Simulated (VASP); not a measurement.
```xyz
22
Lattice="-15.3544 0.0000 0.0000 0.0000 3.4194 0.0000 3.9994 0.0000 -12.5875" Properties=species:S:1:pos:R:3 pbc="T T T"
Hf  -14.2664    0.0000   -0.7734
Hf   -6.5892    1.7097   -0.7734
Hf   -8.1769    0.0000   -3.5634
Hf   -0.4997    1.7097   -3.5634
Pd   -8.3905    1.7097   -6.4151
Pd   -0.7133    0.0000   -6.4151
Pd   -9.6627    1.7097   -9.3534
Pd   -1.9855    0.0000   -9.3534
Se  -10.7796    0.0000  -10.6447
Se   -3.1024    1.7097  -10.6447
Se   -9.7770    0.0000   -7.4015
Se   -2.0998    1.7097   -7.4015
Br   -8.8238    0.0000   -0.5690
Br   -1.1466    1.7097   -0.5690
Br  -10.3092    1.7097   -3.6065
Br   -2.6319    0.0000   -3.6065
O    -7.4819    0.0000   -5.3028
O     0.1953    1.7097   -5.3028
O   -13.3049    1.7097   -0.9191
O    -5.6277    0.0000   -0.9191
O    -7.2657    1.7097   -2.7905
O     0.4116    0.0000   -2.7905
```

Space group Cm; a generated structure, not necessarily the stable one.

Level of theory: VASP 6.6.1, Kohn-Sham DFT of a periodic cell, PBE, VASP PAW PBE potentials, recommended.

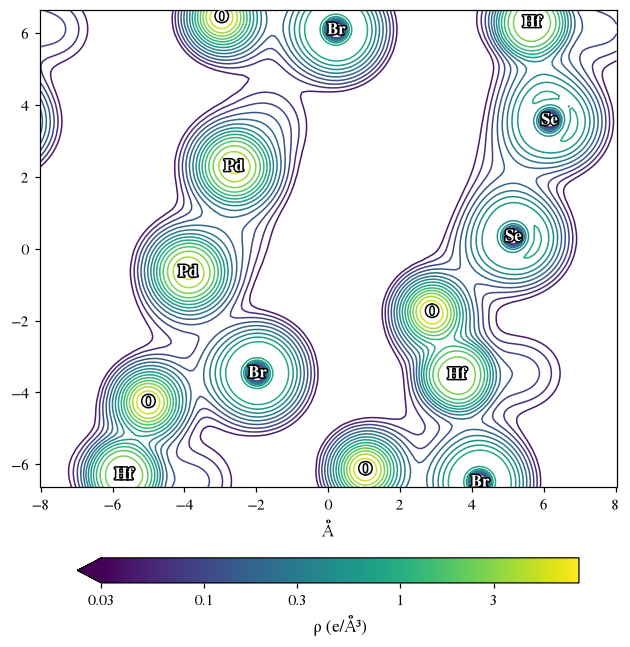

Hf2Pd2Se2Br2O3. Valence pseudo-density on the (010) plane of the conventional cell.

In a PAW calculation such maps are meaningful between the atoms, not at the nuclei.

> What do the fields say about this system?

The section cuts through Hf, Pd, Se, Br and O sites. Hf–O (1.87 Å): the density is about 1.1 e/Å³ at the midpoint. Hf–Se (2.76 Å): ρ at the midpoint is about 0.37 e/Å³. The density dies away to nearly zero in the voids.
